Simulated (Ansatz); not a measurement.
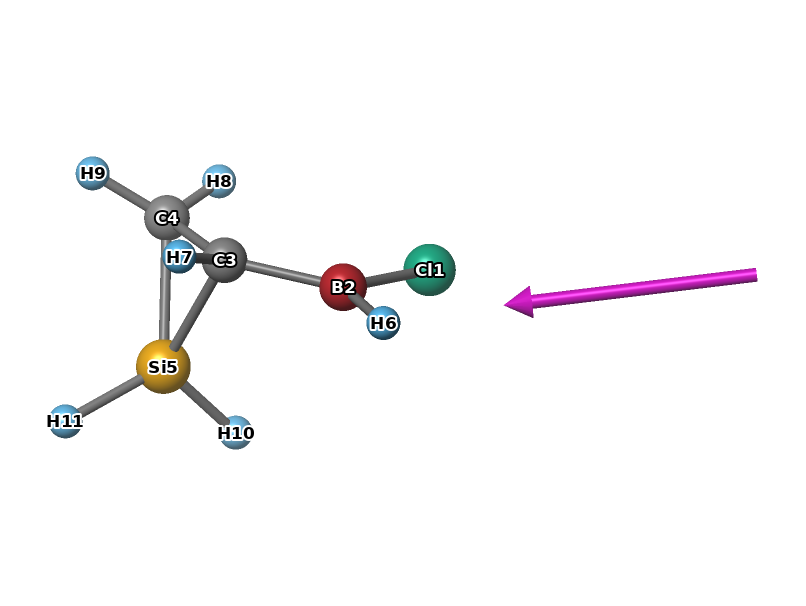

The arrow beside the molecule shows the direction of the dipole moment, from the negative to the positive end (its length means nothing). The geometry was computed by an optimisation with PBE0-D4/def2-TZVP. No frequency run is at hand to confirm it as a minimum. Level of theory: RKS r2SCAN-D4/def2-TZVPP (Ansatz 0.2.0).

**How large is the dipole moment?**

2.50 D; it points from the side of Cl1 to the side of H11 (the outermost atoms at the two ends).
